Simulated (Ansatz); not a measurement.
C₂H₉BSSi

Input

```
crystal:
  periodic: [false, false, false]
  atoms:
    - { symbol: C, position_ang: [-1.3938, 1.116, 0.1398] }
    - { symbol: B, position_ang: [0.0986, 0.8732, 0.3838] }
    - { symbol: S, position_ang: [0.9173, 1.6265, 1.8776] }
    - { symbol: C, position_ang: [1.0299, 0.0362, -0.6602] }
    - { symbol: Si, position_ang: [0.4101, -1.7695, -0.6706] }
    - { symbol: H, position_ang: [-1.8467, 1.827, 0.9296] }
    - { symbol: H, position_ang: [-1.9781, 0.2074, 0.1242] }
    - { symbol: H, position_ang: [-1.5284, 1.6868, -0.8566] }
    - { symbol: H, position_ang: [0.677, 0.5036, 2.7131] }
    - { symbol: H, position_ang: [0.8353, 0.4518, -1.6506] }
    - { symbol: H, position_ang: [2.0189, 0.0651, -0.3567] }
    - { symbol: H, position_ang: [1.2787, -2.5242, -1.5547] }
    - { symbol: H, position_ang: [0.4843, -2.2846, 0.6899] }
    - { symbol: H, position_ang: [-1.0161, -1.8447, -1.0799] }
basis:
  gaussian: { orbitals: def2-SVP }
hamiltonian:
  xc: b3lyp
relax:
  f_tol: 0.02
  max_steps: 50
output:
  orbitals: {}
```

Launched as:

```sh
ansatz run input.yaml --threads 2 --pin off --max-ram 3072MiB --backend cpu --events-out ev --progress --plain --runs-dir out
```

The fields are those of the run's last geometry, not of the input's.

Computed with Ansatz, RKS B3LYP/def2-SVP.

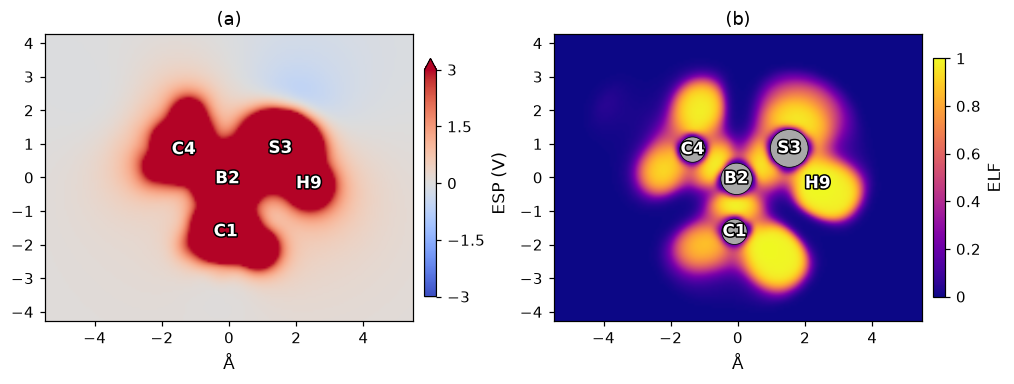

Figure 1. (a) electrostatic potential; (b) ELF on the plane of atoms S3, B2 and C4. Grey discs cover the atomic cores in the ELF map.

Question: What do the fields say about this system?

Answer: Atoms in the plane: C, B, S and H. C–B (1.57 Å): the ELF peaks at about 0.95 between the atoms; localised, covalent bonding. B–S (1.81 Å): the ELF peaks at about 0.95 between the atoms (a covalent bond). S–H (1.35 Å): the ELF climbs to about 1 towards the hydrogen, as it does in any bond to H. The ELF also peaks beside S3, away from the bonds: lone-pair regions. Outside the dense part of the molecule the potential is most negative (−0.6 V) near S3.

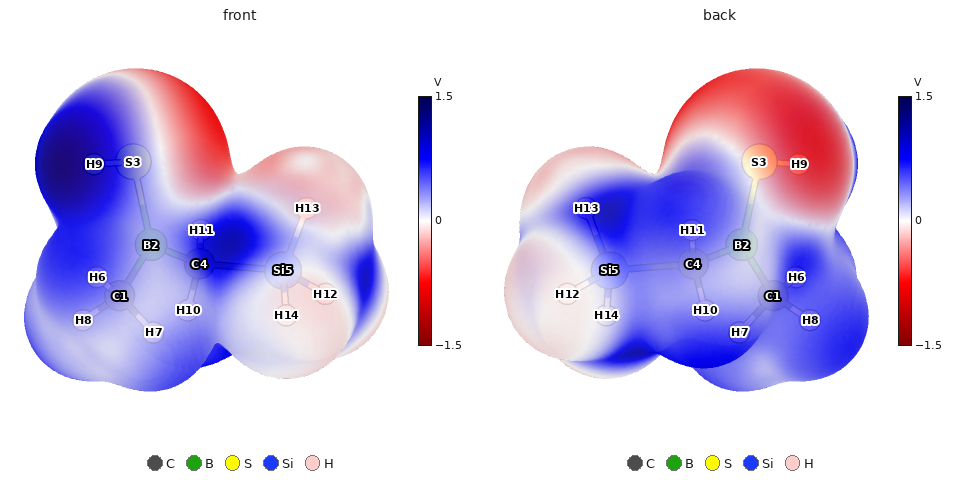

Figure 2. The electrostatic potential painted on the density surface at 0.002 e/bohr³, seen from the front and from behind; the colour scale runs from red (negative) to blue (positive).

Question: Which sites attract a positive test charge, and which a negative one?

Answer: A positive charge is drawn to the negative regions and a negative charge to the positive ones. The most negative region (about −0.7 V) lies over S3, the most positive (about +1.2 V) over H9.

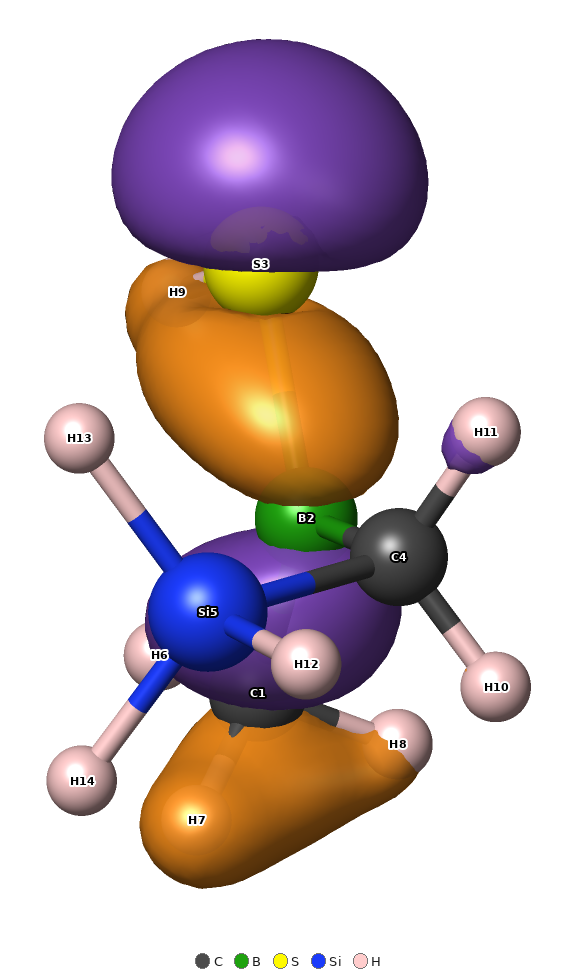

Figure 3. The HOMO−1 at ±0.15 Å⁻³ᐟ² (orange and purple are the two phases), seen at an oblique angle.

Question: What is the character of this orbital?

Answer: By Hirshfeld shares it lies mainly on S3 (about 50 %), C1 (about 20 %) and B2 (about 15 %). Its energy is −8.35 eV.
